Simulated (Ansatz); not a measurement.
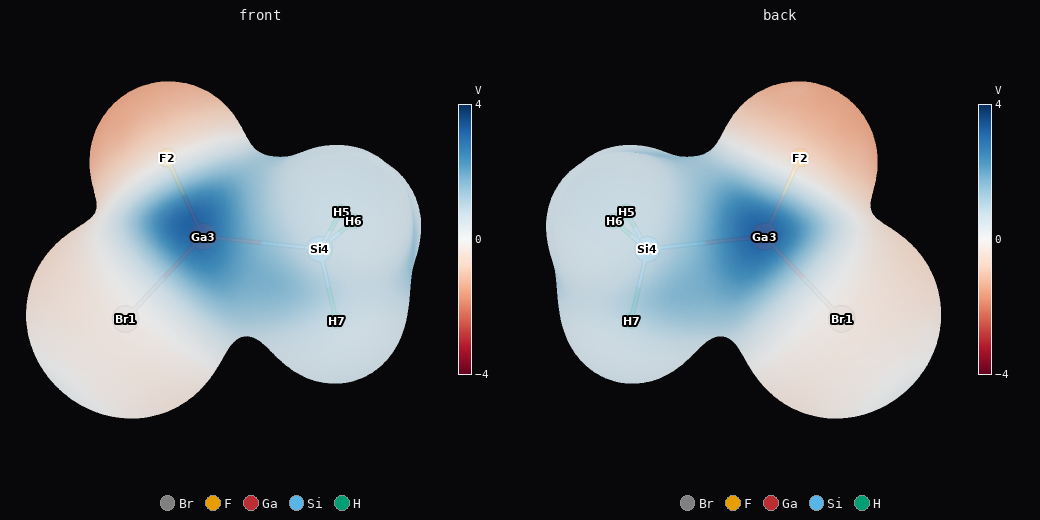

BrFGaH3Si. The electrostatic potential painted on the density surface at 0.002 e/bohr³, seen from the front and from behind; red is negative and blue positive.

Geometry: PBE0-D3(BJ)/def2-SVP.

The calculation used isolated molecule in a Gaussian basis; Kohn-Sham density functional theory, functional PBE0 in Ansatz 0.2.0.

```xyz
7

Br   -1.5742    0.3792   -1.7653
F     1.5684    0.9839   -0.7243
Ga    0.0833    0.2089   -0.2023
Si   -0.0531   -0.8702    1.9290
H     0.2637    0.1282    2.9925
H     0.9471   -1.9777    1.9673
H    -1.4280   -1.4124    2.1247
```

Question: Where is the surface potential most negative and most positive?

Answer: The most negative region (about −1.4 V, or −32 kcal/mol for a unit charge) lies over F2, the most positive (about +3.1 V, or +71 kcal/mol for a unit charge) over Ga3. Br1 shows a σ-hole: about +0.2 V at the tip opposite its bond, against about −0.3 V, or −7 kcal/mol for a unit charge on its flanks.
